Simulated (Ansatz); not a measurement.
# SiH3F + H radical: a complex and its separated parts, part 2 of 2

Ansatz 0.2.0, Gaussian basis.

**14. wB97M-V/def2-TZVPP**

Contents of parta/in.yaml:

```yaml
crystal:
  periodic: [false, false, false]
  atoms:
    - {symbol: H, position_ang: [-0.635768, 0.282125, 0.270138]}
    - {symbol: Si, position_ang: [0.688200, -0.277670, -0.089757]}
    - {symbol: F, position_ang: [0.726695, -0.499978, -1.673673]}
    - {symbol: H, position_ang: [1.770288, 0.666685, 0.274568]}
    - {symbol: H, position_ang: [0.896692, -1.588071, 0.569681]}
basis:
  gaussian: {orbitals: def2-TZVPP}
hamiltonian: {xc: {name: wB97M-V}}
```

On the command line:

```sh
ansatz run in.yaml --threads 2 --pin off --events-out ev --progress --plain --max-ram 4352MiB
```

Log:

```text
Functional definition: wB97M-V
  name "wB97M-V"
  cite "Mardirossian & Head-Gordon, J. Chem. Phys. 144, 214110 (2016) doi:10.1063/1.4952647"
  cite "Becke, J. Chem. Phys. 107, 8554 (1997) doi:10.1063/1.475007"
  cite "Vydrov & Van Voorhis, J. Chem. Phys. 133, 244103 (2010) doi:10.1063/1.3521275"
  # Of w^i u^j: cxij and so on, Table III.
  parameter omega = 0.3/bohr
  parameter cx = 0.15
  parameter cx01 = 1.007
  parameter cx10 = 0.259
  parameter css00 = 0.443
  parameter css04 = -1.437
  parameter css10 = -4.535
  parameter css20 = -3.390
  parameter css43 = 4.278
  parameter cos00 = 1.000
  parameter cos10 = 1.358
  parameter cos20 = 2.924
  parameter cos21 = -8.812
  parameter cos60 = -1.390
  parameter cos61 = 9.142
  parameter b = 6.0
  parameter c = 0.01
  gx(w, u) = 1 - cx + cx01*u + cx10*w
  gss(w, u) = css00 + css04*u^4 + css10*w + css20*w^2 + css43*w^4*u^3
  gos(w, u) = cos00 + cos10*w + (cos20 + cos21*u)*w^2 + (cos60 + cos61*u)*w^6
  exchange = spin_sum(e_x_unif_sr(omega)*gx(b97_w, b97_u_x)) + cx*exact_x_sr(omega) + exact_x_lr(omega)
  correlation = spin_sum(e_c_pw_mod_same_spin*gss(b97_w, b97_u_same))
      + integral(e_c_pw_mod_opposite_spin*gos(b97_w_opposite, b97_u_opposite)) + vv10(b, c)
624 factors; their error is unknown
142 factors; integrals over basis functions are off by at most 1.1e-5 eV
mean field evaluation 1: about -10643.4268 eV, gradient 3.0e1 eV
mean field evaluation 2: about -10643.1750 eV, gradient 3.5e1 eV
mean field evaluation 4: about -10644.7142 eV, gradient 2.1e-1 eV
mean field evaluation 8: about -10644.7279 eV, gradient 1.3e-2 eV
mean field -10644.72787939 eV, -391.1865343119 hartree, gradient 2.4e-5 eV, S^2 0.000000; 0 other end points of the search recorded, 0 dependent functions left out
reference -10644.72791876 eV, -391.1865357586 hartree; 13, 13 occupied and 102, 102 virtual orbitals, 624 factors
Total energy: -10644.72791876 eV, -391.1865357586 hartree
```

Wall time 2.3 s (2 threads of Intel Xeon Platinum 8488C, shared host).

**15. B2PLYP/def2-TZVPP**

Changes to parta/in.yaml since step 14:

```diff
@@ -10,2 +10,2 @@
   gaussian: {orbitals: def2-TZVPP}
-hamiltonian: {xc: {name: wB97M-V}}
+hamiltonian: {xc: {name: B2PLYP}}
```

On the command line:

```sh
ansatz run in.yaml --threads 2 --pin off --events-out ev --progress --plain --max-ram 4352MiB
```

Log:

```text
Functional definition: B2PLYP
  name "B2PLYP"
  cite "Grimme, J. Chem. Phys. 124, 034108 (2006) doi:10.1063/1.2148954"
[... 2 set-up lines as earlier in the session ...]
  parameter a = 0.53
  parameter c = 0.27
[... 1 set-up line as earlier in the session ...]
  correlation = (1 - c)*lyp_c + c*(mp2_os + mp2_ss)
673 factors; integrals over basis functions are off by at most 9.3e-4 eV
mean field evaluation 1: about -10637.0291 eV, gradient 2.9e1 eV
mean field evaluation 2: about -10637.0280 eV, gradient 2.9e1 eV
mean field evaluation 4: about -10638.1759 eV, gradient 9.2e-1 eV
mean field evaluation 8: about -10638.1783 eV, gradient 5.6e-3 eV
mean field -10638.17832958 eV, -390.9458427959 hartree, gradient 3.6e-6 eV, S^2 0.000000; 0 other end points of the search recorded, 0 dependent functions left out
6 core orbitals not correlated: weight in the atoms' cores, before any rotation towards them, 1.000 or more for the frozen orbitals, at most 0.000 for the correlated occupied ones
reference -10638.17845498 eV, -390.9458474042 hartree; 7, 7 occupied and 102, 102 virtual orbitals, 673 factors
second order -12.40007281 eV of doubles, -0.00000000 eV of singles
Total energy: -10641.52647464 eV, -391.0688848573 hartree
```

It took 1.8 s on 2 threads of Intel Xeon Platinum 8488C, shared host.

**16. PBE-QIDH/def2-TZVPP**

Changes to parta/in.yaml since step 15:

```diff
@@ -10,2 +10,2 @@
   gaussian: {orbitals: def2-TZVPP}
-hamiltonian: {xc: {name: B2PLYP}}
+hamiltonian: {xc: {name: PBE-QIDH}}
```

On the command line:

```sh
ansatz run in.yaml --threads 2 --pin off --events-out ev --progress --plain --max-ram 4352MiB
```

Log:

```text
Functional definition: PBE-QIDH
  name "PBE-QIDH"
  cite "Brémond, Sancho-García, Pérez-Jiménez & Adamo, J. Chem. Phys. 141, 031101 (2014) doi:10.1063/1.4890314"
[... 1 set-up line as earlier in the session ...]
  parameter a = 3^(-1/3)
  parameter c = 1/3
  exchange = (1 - a)*pbe_x + a*exact_x
  correlation = (1 - c)*pbe_c + c*(mp2_os + mp2_ss)
673 factors; integrals over basis functions are off by at most 9.3e-4 eV
mean field evaluation 1: about -10632.6628 eV, gradient 2.7e1 eV
mean field evaluation 2: about -10632.6634 eV, gradient 2.7e1 eV
mean field evaluation 4: about -10633.7794 eV, gradient 1.1e0 eV
mean field evaluation 8: about -10633.7843 eV, gradient 4.7e-3 eV
mean field -10633.78427619 eV, -390.7843643122 hartree, gradient 7.2e-6 eV, S^2 0.000000; 0 other end points of the search recorded, 0 dependent functions left out
6 core orbitals not correlated: weight in the atoms' cores, before any rotation towards them, 1.000 or more for the frozen orbitals, at most 0.000 for the correlated occupied ones
reference -10633.78428598 eV, -390.7843646720 hartree; 7, 7 occupied and 102, 102 virtual orbitals, 673 factors
second order -11.59230940 eV of doubles, -0.00000000 eV of singles
Total energy: -10637.64838912 eV, -390.9263678429 hartree
```

Wall time 1.3 s (2 threads of Intel Xeon Platinum 8488C, shared host).

**17. RPA on PBE/def2-TZVPP**

Changes to parta/in.yaml since step 16:

```diff
@@ -10,2 +10,3 @@
   gaussian: {orbitals: def2-TZVPP}
-hamiltonian: {xc: {name: PBE-QIDH}}
+hamiltonian: {xc: pbe}
+correlation: {method: rpa}
```

On the command line:

```sh
ansatz run in.yaml --threads 2 --pin off --events-out ev --progress --plain --max-ram 4352MiB
```

Log:

```text
[... 8 set-up lines as earlier in the session ...]
673 factors; integrals over basis functions are off by at most 9.3e-4 eV
mean field evaluation 1: about -10637.4499 eV, gradient 3.4e1 eV
mean field evaluation 2: about -10637.4426 eV, gradient 3.4e1 eV
mean field evaluation 4: about -10639.1621 eV, gradient 6.7e0 eV
mean field evaluation 8: about -10639.2672 eV, gradient 5.1e-2 eV
mean field -10639.26719545 eV, -390.9858578783 hartree, gradient 3.2e-6 eV, S^2 0.000000; 0 other end points of the search recorded, 0 dependent functions left out
6 core orbitals not correlated: weight in the atoms' cores, before any rotation towards them, 1.000 or more for the frozen orbitals, at most 0.000 for the correlated occupied ones
reference -10617.93364630 eV, -390.2018644076 hartree; 7, 7 occupied and 102, 102 virtual orbitals, 673 factors
Total energy: -10635.41343131 eV, -390.8442346585 hartree
```

Wall time 1.3 s (2 threads of Intel Xeon Platinum 8488C, shared host).

**18. CCSD(T)/def2-TZVPP**

Changes to parta/in.yaml since step 17:

```diff
@@ -10,3 +10,2 @@
   gaussian: {orbitals: def2-TZVPP}
-hamiltonian: {xc: pbe}
-correlation: {method: rpa}
+correlation: {method: ccsd_t}
```

On the command line:

```sh
ansatz run in.yaml --threads 2 --pin off --events-out ev --progress --plain --max-ram 4352MiB
```

Log:

```text
Functional definition: HF
  name "HF"
  cite "Fock, Z. Phys. 61, 126 (1930) doi:10.1007/BF01340294"
[... 1 set-up line as earlier in the session ...]
  exchange = exact_x
  correlation = 0
673 factors; integrals over basis functions are off by at most 9.3e-4 eV
mean field evaluation 1: about -10617.3408 eV, gradient 2.6e1 eV
mean field evaluation 2: about -10617.3440 eV, gradient 2.6e1 eV
mean field evaluation 4: about -10618.7400 eV, gradient 1.9e0 eV
mean field evaluation 8: about -10618.7567 eV, gradient 2.4e-4 eV
mean field evaluation 16: about -10618.7563 eV, gradient 3.0e-1 eV
mean field -10618.75670023 eV, -390.2321110817 hartree, gradient 1.8e-6 eV, S^2 0.000000; 0 other end points of the search recorded, 0 dependent functions left out
6 core orbitals not correlated: weight in the atoms' cores, before any rotation towards them, 1.000 or more for the frozen orbitals, at most 0.000 for the correlated occupied ones
reference -10618.75670023 eV, -390.2321110817 hartree; 7, 7 occupied and 102, 102 virtual orbitals, 673 factors
second order -10.41001639 eV of doubles, -0.00000000 eV of singles
cycle   1  -10.68409623 eV  change   -2.7e-1 eV  update   7.1e-2
cycle   2  -10.95081649 eV  change   -2.7e-1 eV  update   2.1e-2
cycle   3  -11.01479970 eV  change   -6.4e-2 eV  update   1.0e-2
cycle   4  -11.00768048 eV  change    7.1e-3 eV  update   1.8e-3
cycle   5  -11.00745917 eV  change    2.2e-4 eV  update   6.9e-4
cycle   6  -11.00775158 eV  change   -2.9e-4 eV  update   1.8e-4
cycle   7  -11.00766010 eV  change    9.1e-5 eV  update   5.6e-5
cycle   8  -11.00764338 eV  change    1.7e-5 eV  update   1.3e-5
perturbative correction -0.28076112 eV, -0.0103177810 hartree
Total energy: -10630.04510474 eV, -390.6469522958 hartree
```

It took 3.9 s on 2 threads of Intel Xeon Platinum 8488C, shared host; peak memory 0.46 GiB.

**19. MP2/def2-QZVPP**

Changes to parta/in.yaml since step 18:

```diff
@@ -9,3 +9,3 @@
 basis:
-  gaussian: {orbitals: def2-TZVPP}
-correlation: {method: ccsd_t}
+  gaussian: {orbitals: "def2-QZVPP.json"}
+correlation: {method: mp2}
```

The basis file named in the input lies beside it (Basis Set Exchange, JSON).

On the command line:

```sh
ansatz run in.yaml --threads 2 --pin off --events-out ev --progress --plain --max-ram 4352MiB
```

Log:

```text
[... 6 set-up lines as earlier in the session ...]
1287 factors; integrals over basis functions are off by at most 7.5e-4 eV
mean field evaluation 1: about -10617.7127 eV, gradient 2.6e1 eV
mean field evaluation 2: about -10617.7140 eV, gradient 2.6e1 eV
mean field evaluation 4: about -10619.1356 eV, gradient 1.9e0 eV
mean field evaluation 8: about -10619.1533 eV, gradient 5.8e-2 eV
mean field -10619.15327136 eV, -390.2466848020 hartree, gradient 2.9e-6 eV, S^2 0.000000; 0 other end points of the search recorded, 0 dependent functions left out
6 core orbitals not correlated: weight in the atoms' cores, before any rotation towards them, 1.000 or more for the frozen orbitals, at most 0.000 for the correlated occupied ones
reference -10619.15327136 eV, -390.2466848020 hartree; 7, 7 occupied and 204, 204 virtual orbitals, 1287 factors
second order -11.34669223 eV of doubles, -0.00000000 eV of singles
Total energy: -10630.49996359 eV, -390.6636680502 hartree
```

Wall time 3.4 s (2 threads of Intel Xeon Platinum 8488C, shared host); peak memory 0.45 GiB.

**20. Vibrations of SiH3F**

Contents of vib-parta/in.yaml:

```yaml
crystal:
  periodic: [false, false, false]
  atoms:
    - {symbol: H, position_ang: [-0.635768, 0.282125, 0.270138]}
    - {symbol: Si, position_ang: [0.688200, -0.277670, -0.089757]}
    - {symbol: F, position_ang: [0.726695, -0.499978, -1.673673]}
    - {symbol: H, position_ang: [1.770288, 0.666685, 0.274568]}
    - {symbol: H, position_ang: [0.896692, -1.588071, 0.569681]}
basis:
  gaussian: {orbitals: def2-TZVP}
hamiltonian: {xc: pbe0, dispersion: d4}
phonons: {temperatures: {t_min: 298.15, t_max: 900, t_step: 200}}
```

On the command line:

```sh
ansatz run in.yaml --threads 2 --pin off --events-out ev --progress --plain --max-ram 4352MiB
```

Log:

```text
[... 10 set-up lines as earlier in the session ...]
556 factors; their error is unknown
mean field evaluation 1: about -10638.8771 eV, gradient 3.0e1 eV
mean field evaluation 2: about -10637.2847 eV, gradient 4.6e1 eV
mean field evaluation 4: about -10640.1057 eV, gradient 4.5e-1 eV
mean field evaluation 8: about -10640.1497 eV, gradient 3.5e-3 eV
mean field -10640.14967669 eV, -391.0182884658 hartree, gradient 4.3e-5 eV, S^2 0.000000; 0 other end points of the search recorded, 0 dependent functions left out
the calculation of the forces begins
reference -10640.14970110 eV, -391.0182893628 hartree; 13, 13 occupied and 73, 73 virtual orbitals, 556 factors
[... from here to the last solve, the lines of the solves are left out (29 solves) ...]
556 factors; their error is unknown
mean field evaluation 192: about -10640.1497 eV, gradient 1.9e-6 eV
mean field -10640.14965927 eV, -391.0182878256 hartree, gradient 1.9e-6 eV, S^2 0.000000; 0 other end points of the search recorded, 0 dependent functions left out
the calculation of the forces begins
reference -10640.14968367 eV, -391.0182887225 hartree; 13, 13 occupied and 73, 73 virtual orbitals, 556 factors
Total energy: -10640.18814728 eV, -391.0197022339 hartree
Atom 0 at    -0.635768     0.282125     0.270138 Å, force     0.001341     0.000123     0.000229 eV/Å
Atom 1 at     0.688200    -0.277670    -0.089757 Å, force    -0.000610    -0.001307    -0.002150 eV/Å
Atom 2 at     0.726695    -0.499978    -1.673673 Å, force    -0.000254     0.000464     0.000308 eV/Å
Atom 3 at     1.770288     0.666685     0.274568 Å, force    -0.000058     0.001483     0.000622 eV/Å
Atom 4 at     0.896692    -1.588071     0.569681 Å, force    -0.000418    -0.000762     0.000991 eV/Å
Dipole moment:    -0.006417     0.036848     0.261731 e Å
Vibrations: 722.35 722.50 880.11 956.02 956.14 987.07 2249.98 2257.31 2257.60 cm⁻¹, zero-point energy 0.743228 eV
```

Wall time 19 s (2 threads of Intel Xeon Platinum 8488C, shared host).

Wavenumbers and character of the modes:

| mode | wavenumber (cm⁻¹) | character |
| --- | --- | --- |
| 1 | 722 | bend |
| 2 | 722 | bend |
| 3 | 880 | Si–F stretch |
| 4 | 956 | bend |
| 5 | 956 | bend |
| 6 | 987 | bend |
| 7 | 2250 | Si–H stretch |
| 8 | 2257 | Si–H stretch |
| 9 | 2258 | Si–H stretch |

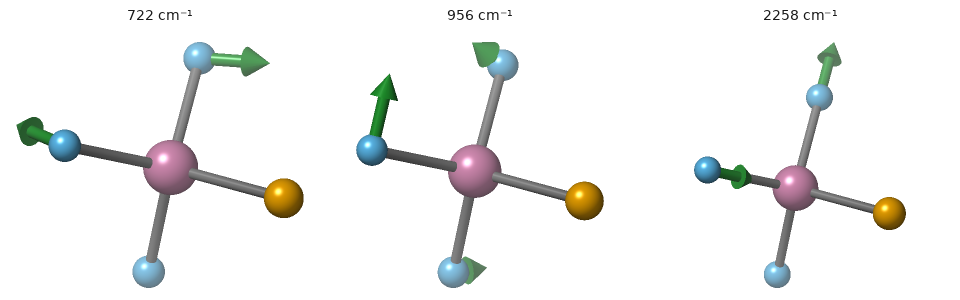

Displacements of 3 modes, as arrows.

Vibrational sums (real modes only):

| T (K) | entropy (J/mol/K) | heat capacity (J/mol/K) |
| --- | --- | --- |
| 298 | 4.3 | 14.1 |
| 498 | 16.0 | 31.8 |
| 698 | 28.8 | 43.6 |
| 898 | 40.8 | 51.7 |

**21. Complex less separated parts**

The complex's own energies come from single points at the same levels. The hydrogen atom has one electron, so its Hartree-Fock energy serves all wavefunction methods.

Rows are in def2-TZVPP; times add the 2 runs of a level on a shared host, so small differences are noise.

Differences are taken before rounding.

| method | rung | complex less parts (eV) | from CCSD(T) (eV) | time |
| --- | --- | --- | --- | --- |
| SPW92 | LDA | -0.0185 | -0.0176 | 1.1 s |
| PBE-D4 | GGA | -0.0083 | -0.0074 | 2 s |
| BLYP-D4 | GGA | -0.0055 | -0.0045 | 1.9 s |
| r2SCAN-D4 | meta-GGA | -0.0069 | -0.0060 | 3.3 s |
| B97M-V | meta-GGA | 0.0001 | +0.0011 | 6.3 s |
| PBE0-D4 | hybrid | -0.0063 | -0.0054 | 2.4 s |
| B3LYP-D4 | hybrid | -0.0066 | -0.0056 | 2.7 s |
| r2SCAN0-D4 | hybrid | -0.0087 | -0.0078 | 3.3 s |
| BHLYP-D4 | hybrid | -0.0058 | -0.0048 | 2.4 s |
| CAM-B3LYP-D4 | range-separated hybrid | -0.0074 | -0.0064 | 2.7 s |
| wB97X-V | range-separated hybrid | 0.0007 | +0.0017 | 6.2 s |
| wB97M-V | range-separated hybrid | 0.0043 | +0.0053 | 6.5 s |
| B2PLYP | double hybrid | 0.0005 | +0.0014 | 3.8 s |
| PBE-QIDH | double hybrid | -0.0001 | +0.0009 | 3.1 s |
| Hartree-Fock | wavefunction | 0.0044 | +0.0054 |  |
| MP2 | wavefunction | 0.0004 | +0.0013 |  |
| CCSD | wavefunction | -0.0006 | +0.0003 |  |
| CCSD(T) | wavefunction | -0.0010 | 0 | 20 s |

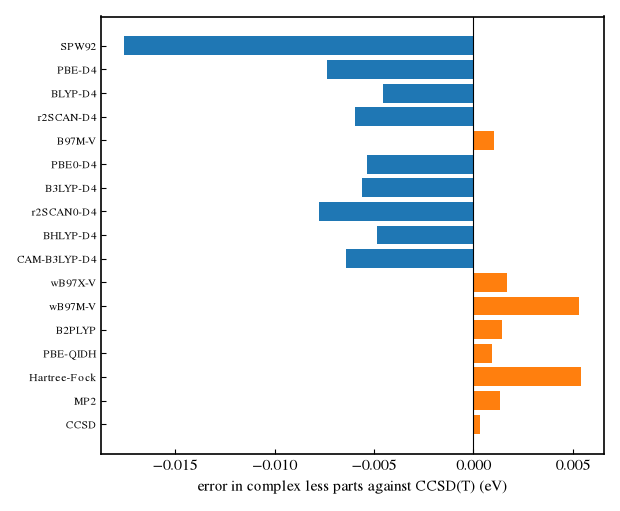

Error of each method against CCSD(T).

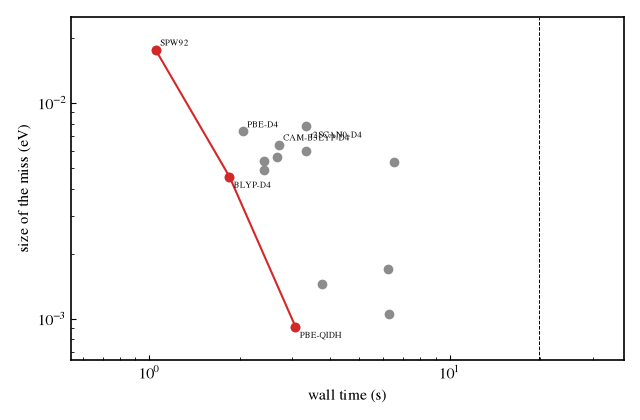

Miss against cost. Red marks the levels that no quicker level drawn beats (of those quicker than the yardstick), and the dashed line is the time of CCSD(T). Only those levels and the largest misses are named. Times are from a shared host.

For cost: PBE-QIDH gets within 0.0009 eV in 3.1 s, where CCSD(T) took 20 s; the quickest level in the cost chart, SPW92, takes 1.1 s and misses by 0.0176 eV.

The complex's zero-point energy, from a separate PBE0-D4 run, is 0.748 eV.

**22. Outcome**

What follows sums up all 2 parts.

| quantity | value |
| --- | --- |
| complex less parts, CCSD(T)/def2-TZVPP | -0.0010 eV |
| with zero-point energy | +0.0037 eV |
| largest T1 diagnostic | 0.011 |

What this shows: At CCSD(T) the complex lies 0.0010 eV below its parts. The functionals run from PBE-QIDH, off by +0.0009 eV, to SPW92, off by -0.0176 eV, against CCSD(T). Mean unsigned error by rung: LDA 0.0176, GGA 0.0059, meta-GGA 0.0035, hybrid 0.0059, range-separated hybrid 0.0045, double hybrid 0.0012 eV. PBE-D4 gives a relative energy 0.0074 eV too low, an error of 759 % of the reference. The complex's frequency run has imaginary modes: the structure is no minimum, so both the energy and the zero-point correction are in doubt. No counterpoise was applied, and triple zeta lacks some correlation, so the CCSD(T) reference has a basis error of its own, and close matches with it are partly luck.
